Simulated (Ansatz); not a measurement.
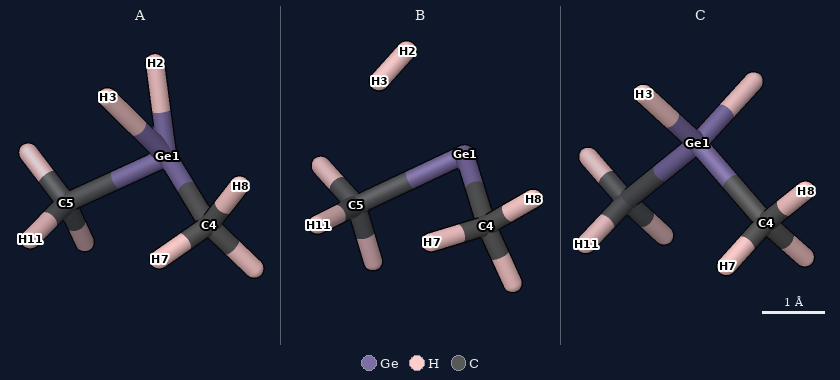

Three geometries of C2H8Ge: a saddle point and the two minima that it joins, in shuffled order. Style: stick. Shown from a free direction. Sticks join atoms that are closer than about 1.2 times the sum of their covalent radii (a little more with hydrogen).

Stationary points at PBE0-D4/def2-TZVP, single-point energies with CCSD(T)/CBS (def2-TZVPP where no basis is named; Ansatz 0.2.0). The energies are electronic, without zero-point or thermal terms, and both ends are the minima reached downhill from the saddle, with any fragments still in contact. CCSD(T)/CBS stands for a frozen-core estimate: MP2 correlation extrapolated from def2-TZVPP and def2-QZVPP, CCSD(T) minus MP2 from the smaller set.

Identify the saddle point and describe the reaction.

Answer. Frame A is the saddle point. Counted by bonded pieces, C holds C₂H₈Ge and B holds C₂H₆Ge + H₂. From C over the saddle to B, a bond forms: H–H (2.50 → 1.17 → 0.76 Å). Bonds break: Ge–H (1.54 → 1.58 → 2.26 Å), Ge–H (1.54 → 1.75 → 2.39 Å). The saddle has one imaginary mode, 1201i cm⁻¹. With CCSD(T)/CBS the barrier is 2.51 eV from C and 0.72 eV from B, and B lies 1.79 eV above C. By Pauling bond orders of the changing bonds the saddle lies closer to C, the lower end, against what Hammond's postulate suggests.
